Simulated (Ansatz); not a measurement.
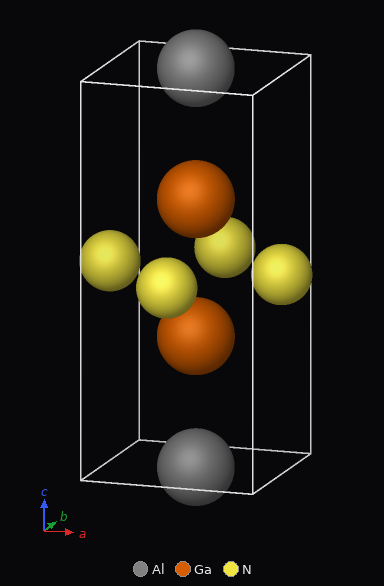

A spheres-only rendering, viewed slightly off an axis. The edges of the simulation cell are marked.

Input deck:
```yaml
crystal:
  lattice:
    - [3.3245176136, 0.0, 0.0]
    - [0.0, 3.3245176136, 0.0]
    - [0.0, 0.0, 7.5266122578]
  atoms:
    - { symbol: Al, position: [0.5, 0.5, 0.0] }
    - { symbol: Ga, position: [0.5, 0.5, 0.6717823306] }
    - { symbol: Ga, position: [0.5, 0.5, 0.3282176694] }
    - { symbol: "N", position: [0.0, 0.5, 0.5] }
    - { symbol: "N", position: [0.5, 0.0, 0.5] }
basis:
  ecutwfc: 420
kpoints:
  mp_grid: { grid: [12, 12, 6] }
  band_path:
    path:
      - [[0.0, 0.0, 0.0], [0.0, 0.5, 0.0], [0.5, 0.5, 0.0], [0.0, 0.0, 0.0], [0.0, 0.0, 0.5], [0.0, 0.5, 0.5], [0.5, 0.5, 0.5], [0.0, 0.0, 0.5]]
      - [[0.0, 0.5, 0.0], [0.0, 0.5, 0.5]]
      - [[0.5, 0.5, 0.0], [0.5, 0.5, 0.5]]
    npoints: 14
hamiltonian:
  xc: pbe
scf:
  occupations: { method: gaussian, width: 0.1 }
  n_extra_bands: 12
output:
  forces: true
  stress: true
  eigenvalues: true
  populations: true
  dos: { projected: true, de: 0.02, nscf_kmesh: { grid: [15, 15, 8] } }
  bader: true
  write_density: true
  write_potential: true
  elf: true
  volumetric_format: npy
```
Run as:
```sh
ansatz run input.yaml --threads 1 --pin off --max-ram 2560MiB --backend cpu --events-out ev --progress --plain --runs-dir out
```

All computed values are from Ansatz 0.2.0, DFT PBE, scalar-relativistic, plane waves, PAW. Settings: an energy cutoff of 420 eV, k-grid 12×12×6, Gaussian smearing of 0.1 eV, no spin polarisation.

State the Bader charges by element.

Answer. Al +0.70 e; Ga +0.66 e; N -1.01 e.

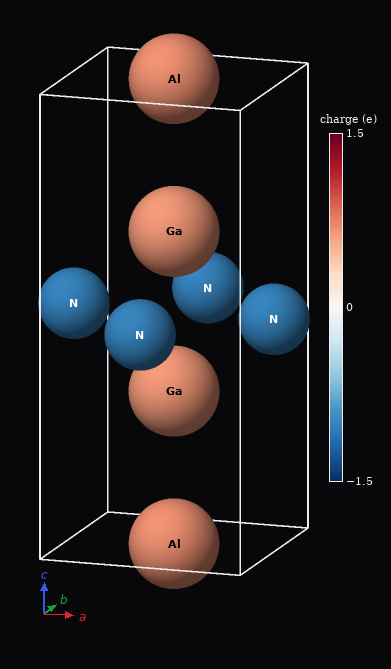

The atoms coloured by those charges.

It derives from a random cell made by a generator, so it need not be a real form of the compound. Earlier steps of the study, as a rule a relaxation of our own, may have changed the cell and positions, so they can lie some per cent off the listed ones. It was run through Ansatz as a DFT input.
